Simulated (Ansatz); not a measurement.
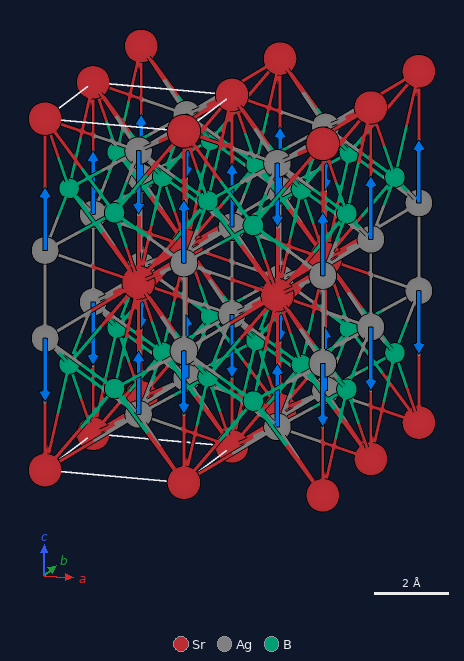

A relaxation of crystalline SrAg2B2 (a generated structure, set up in I4/mmm) (coarse preliminary run). The starting structure is drawn; blue arrows show the displacements (the part carried along by the change of the cell is left out), magnified 5 times.

A ball-and-stick model of the conventional cell (2 times the calculation's cell), repeated 2 × 2 × 1 with one cell outlined, seen slightly off an axis. Lengths and directions refer to the drawn axes.

These are results of DFT PBE, scalar-relativistic, plane waves, PAW (Ansatz 0.2.0), not measurements. (plane-wave cutoff 420 eV; k-point mesh 6 × 6 × 6; occupations gaussian; smearing width 0.1 eV; no spin polarisation; cell and atoms relaxed; force threshold 0.04 eV/Å; at most 70 steps)

Which element moves most?

Answer. Silver: up to 0.36 Å, against 0.00 Å for strontium.

What happened in the run?

Answer. The largest moves relative to the cell, 0.36 Å, are those of Ag atoms. Sr and B stay in place. The drawn cell changes as follows: a = b 4.023 → 4.189 Å (+4.1 %), c 9.968 → 9.766 Å (−2.0 %); the volume changes by +6.3 %. Some distances before and after: Ag–Ag 2.492 → 3.170 Å, Ag–Sr 3.738 → 3.298 Å, Ag–Sr 3.105 → 3.360 Å, Ag–B 2.366 → 2.263 Å. The space group stays I4/mmm (No. 139). The energy falls by 206 meV per atom in 4 accepted moves (5 points after the start). The largest force component goes from 3.3 to 0.017 eV/Å. The pressure goes from 5.34 to 0.23 GPa. At 1 point the geometry stayed and the basis and grid were re-selected for the new cell (energy shift of 0.7 meV per atom at most each time). Cost: 19 s on 1 thread of Intel(R) Xeon(R) Platinum 8488C (Sapphire Rapids), with other jobs on the host, peak memory 0.46 GiB.
